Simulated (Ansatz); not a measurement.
# Fields on a plane of TiO2 (anatase)

```
CELL_PARAMETERS angstrom
     -1.88487     1.88487     4.77774
      1.88487    -1.88487     4.77774
      1.88487     1.88487    -4.77774
ATOMIC_POSITIONS crystal
  Ti 0.50000 0.50000 0.00000
  Ti 0.25000 0.75000 0.50000
  O  0.29253 0.29253 0.00000
  O  0.04253 0.54253 0.50000
  O  0.45747 0.95747 0.50000
  O  0.70747 0.70747 0.00000
```

The slice is a (100) plane (indices of the conventional cell) through the point (0.708, 0.708, 0.000) (fractional), spanned by u = [101] and v = [110] in vectors of this cell: u (3.77 Å) and v (9.56 Å, at 90° to u). It covers one period; positions are fractions (u, v).

Atoms on it: Ti at (0.00, 0.79); Ti at (0.50, 0.04); O at (0.00, 0.59); O at (0.50, 0.84); O at (0.50, 0.25); O at (0.00, 0.00).

Calculation: PBEsol (plane waves to 420 eV, PAW, scalar-relativistic; Ansatz, a quantum-chemistry and plane-wave program). k mesh 12×12×12. Inside the PAW spheres the values are not all-electron values, and peaks at nuclei hang on which shells count as valence. The PAW data are Ansatz's earlier set. TiO2 is run without spin polarisation. TiO2 was relaxed with its symmetry unable to fall.

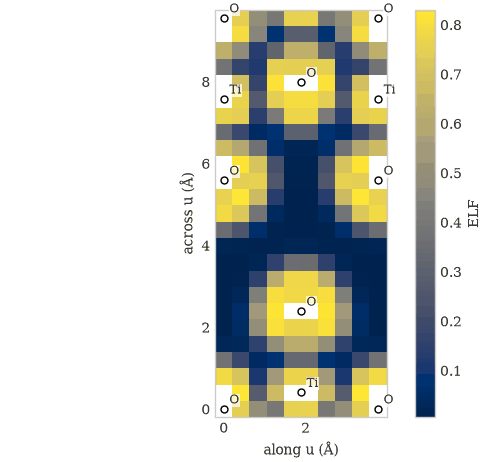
*Electron localisation function (ELF), one period of the plane, atoms marked. Points within 0.4 Å of a nucleus are left white, as the pseudised field means little there.*

```
|xx000000x|
|x03100120|
|x00xxxx00|
|xx0xxxx0x|
|xx0xxxx0x|
|xx024420x|
|000588500|
|x05788750|
|xx699996x|
|xx599995x|
|xx799997x|
|368999986|
|889999998|
|999999999|
|999888899|
|999744799|
|998xxxx89|
|998xxxx89|
|998xxxx89|
|986200268|
|872000027|
|x40xxxx04|
|xx0xxxx0x|
|xx0xxxx0x|
```
Scale: ten equal steps from 2.00 (start of '0') to 10.44 (end of '9'), in the order '0123456789'. Values: electrostatic potential energy of an electron, from the cell's mean, in eV. The map has 9 points along u (one character each, u = 0 at the left) and 24 along v (v = 0 in the bottom row). Points within 0.8 Å of a nucleus are blanked (x), as the pseudised field means little there. Values under 2 eV are set to 2. The zero, the cell's mean, hangs on the PAW cores.
